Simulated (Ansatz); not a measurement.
AlH₄OF: several calculations on one system

### Relaxation

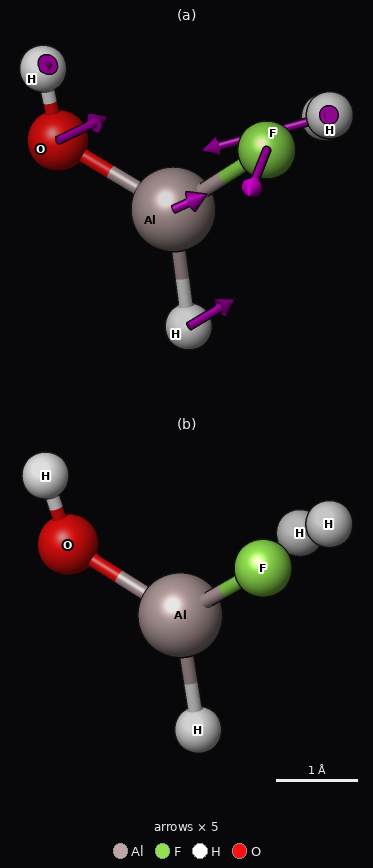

The structure of AlH4OF before (top) and after (bottom) a relaxation, at one scale. The purple arrows give the displacements, 5 times their true length.

The picture is a ball-and-stick view, seen at a tilt.

The run prepares an end point of a later path (reaction) calculation, from a guessed geometry.

The calculation used RKS B3LYP/def2-SVP (Ansatz 0.2.0). Set-up: no spin polarisation; force threshold 0.03 eV/Å; at most 50 steps.

> Describe what moved and what it gained.

The largest move after the best rigid fit is that of an H atom, 0.32 Å. By element the largest moves are H 0.32 Å, F 0.27 Å, O 0.17 Å, Al 0.10 Å. Some distances before and after: H–H 0.719 → 0.763 Å, Al–F 1.681 → 1.673 Å, Al–H 1.557 → 1.561 Å. Bond angles that change, for instance: Al–O–H 124.6° → 127.6°, F–Al–O 117.6° → 119.9°. After 9 geometry steps the energy has fallen by 1.77 kcal/mol. The largest force component goes from 1.4 to 0.0081 eV/Å. Cost: 9.8 s on 1 thread of Intel(R) Xeon(R) 6975P-C (Granite Rapids), on a shared host, peak memory 0.15 GiB.

### Relaxation

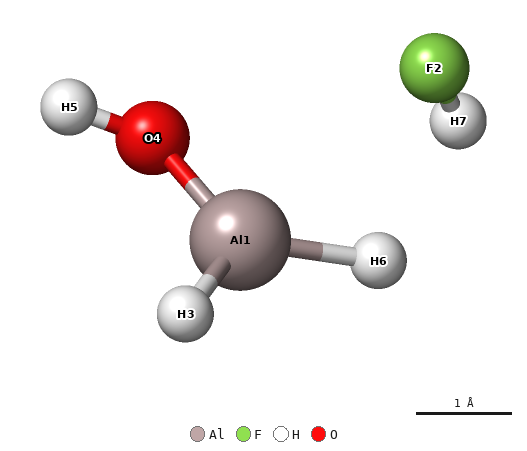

Starting structure of AlH4OF. Style: ball-and-stick. Shown at a tilt.

The run prepares an end point of a later path (reaction) calculation, from a guessed geometry.

Computed with RKS B3LYP/def2-SVP in Ansatz.

Input
```yaml
crystal:
  periodic: [false, false, false]
  atoms:
    - { symbol: Al, position_ang: [-0.081063, 0.43227, -0.409044] }
    - { symbol: F, position_ang: [-0.012777, 0.276972, 2.465549] }
    - { symbol: H, position_ang: [1.217684, -0.260639, -0.980802] }
    - { symbol: O, position_ang: [-1.655224, -0.153994, -0.685021] }
    - { symbol: H, position_ang: [-1.891476, -0.995799, -1.083805] }
    - { symbol: H, position_ang: [-0.059806, 1.78776, 0.383672] }
    - { symbol: H, position_ang: [-0.165839, 1.126331, 2.119151] }
basis:
  gaussian: { orbitals: def2-SVP }
hamiltonian:
  xc: b3lyp
relax:
  f_tol: 0.03
  max_steps: 50
output:
  orbitals: {}
```

Launched with:
```bash
ansatz run input.yaml --threads 1 --pin off --max-ram 2048MiB --backend cpu --events-out ev --progress --plain --runs-dir out
```

Q: Where does the relaxation end?

A: After 8 geometry steps the energy has fallen by 0.271 eV. The largest force component goes from 0.29 to 0.021 eV/Å. The largest move after the best rigid fit is that of F2, 0.56 Å. Largest moves by element: F 0.56 Å, H 0.30 Å, Al 0.26 Å, O 0.11 Å. Near-neighbour distances that change, for instance: Al1–F2 2.880 → 2.090 Å, Al1–H7 2.623 → 2.207 Å, Al1–H6 1.570 → 1.615 Å, F2–H7 0.930 → 0.952 Å. New bonds form, among them: Al1–F2 (2.88 → 2.09 Å).

The structure at the end:

```xyz
7

Al   -0.1060    0.4187   -0.1485
F    -0.0174    0.1390    1.9207
H     1.2183   -0.2630   -0.6782
O    -1.6619   -0.1485   -0.5771
H    -1.8670   -0.9679   -1.0344
H    -0.1233    1.9476    0.3723
H    -0.0911    1.0870    1.9548
```

The end point in the same view:

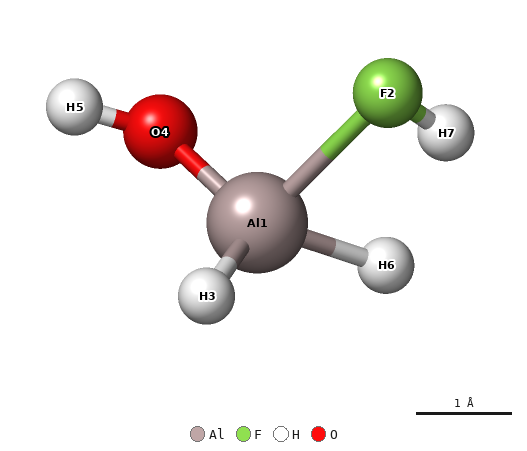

### Path

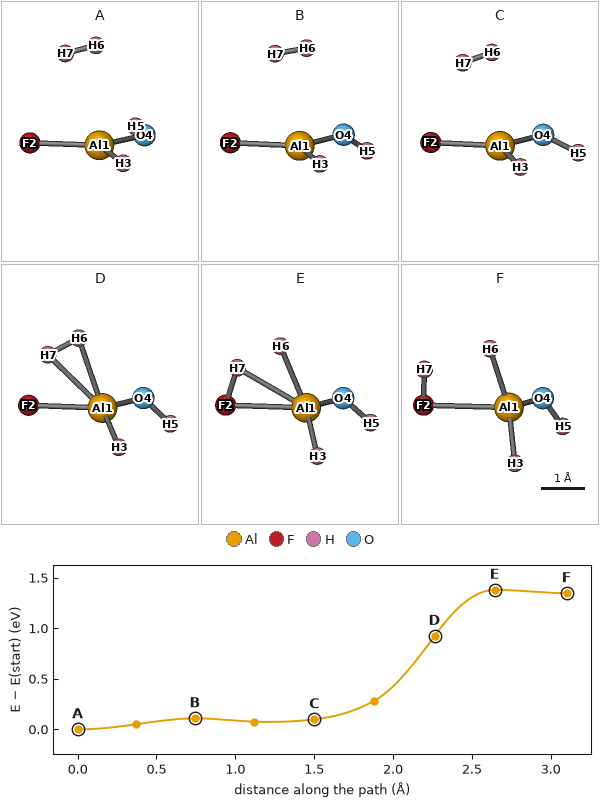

A nudged-elastic-band calculation for AlH₄OF, made up at the start of AlH2OF and H2. Images are numbered from 0 (start) to 8 (end). Frames A to F are images 0, 2, 4, 6, 7, 8. Style: ball-and-stick. Shown from a free direction.

All numbers below come from RKS B3LYP/def2-SVP in Ansatz. Settings: 7 movable images; climbing image; force threshold 0.05 eV/Å; iteration limit 60; starting path through a guess of the saddle point.

Q: Describe the mechanism and the energy profile.

A: The path has more than one stage, and so few images may leave a stage unresolved. Breaking: H6–H7 (0.76 → 1.26 at the top → 1.80 Å). Forming: Al1–H6 (2.48 → 1.69 at the top → 1.62 Å), F2–H7 (2.44 → 1.05 at the top → 0.95 Å). The highest point, image 7, lies 1.38 eV above the start and 0.03 eV above the end; the end is at +1.35 eV relative to the start. The band converged in 19 iterations. The largest component of the band force went from 2.8 to 0.045 eV/Å. The climbing image converged on the top of the path. Its vibrational analysis gives one imaginary mode (496i cm⁻¹), as a transition state must have.

Limits of the set-up: the start holds two separate molecules, 2.4 Å apart at their closest, whose relative position is a soft coordinate and is computed without a dispersion correction.

Cost: 120 s on 1 thread of Intel(R) Xeon(R) 6975P-C (Granite Rapids), with other jobs on the host, peak memory 0.14 GiB.
